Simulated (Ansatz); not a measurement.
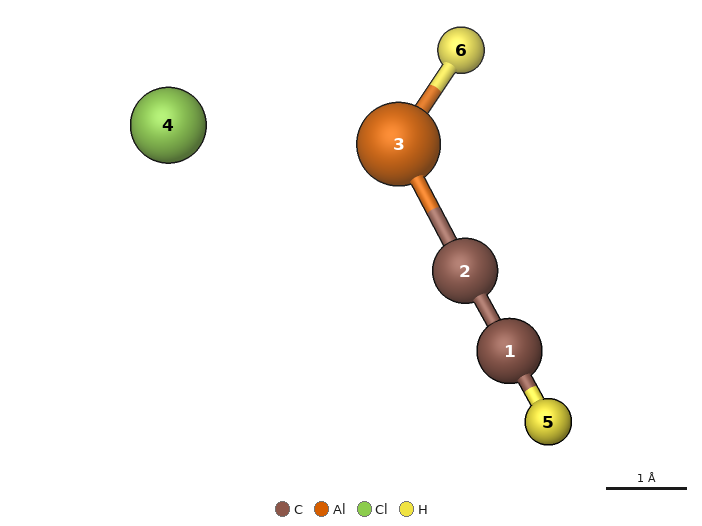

The picture comes from a calculation with Ansatz.

Numbered structure. Geometry: moved along internal coordinates away from the minimum.

What are the angles C2–C1–H5, C1–C2–Al3, C2–Al3–H6?

```json
{"angle": "C2–C1–H5", "degrees": "179.8"}
{"angle": "C1–C2–Al3", "degrees": "178.8"}
{"angle": "C2–Al3–H6", "degrees": "123.1"}
```
